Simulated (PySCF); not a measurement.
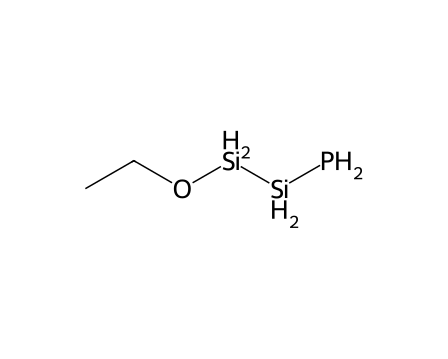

The picture comes from a calculation with PySCF.

A structural formula.

Transcribe the drawing into SMILES.

Answer. CCO[SiH2][SiH2]P

Give the formula, hydrogens included.

Answer. C2H11OPSi2.
